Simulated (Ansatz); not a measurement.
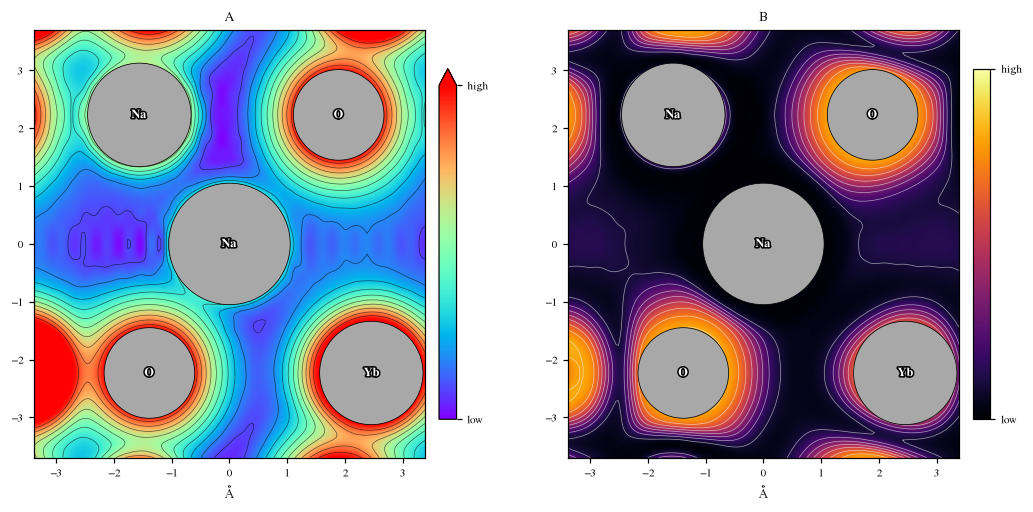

Na2YbO2: 2 fields on the (110) plane of the conventional cell, with unlabelled colour scales. Grey discs cover the atomic cores.

Space group P3m1; a generated structure, not necessarily the stable one; computed without spin polarisation; no Hubbard U on the f states and no spin–orbit coupling.

The calculation used DFT PBE, scalar-relativistic, plane waves, PAW (Ansatz 0.2.0).

Which field does each panel show? The fields are: electron localisation function and valence pseudo-density.

Panel A: valence pseudo-density. Panel B: electron localisation function.
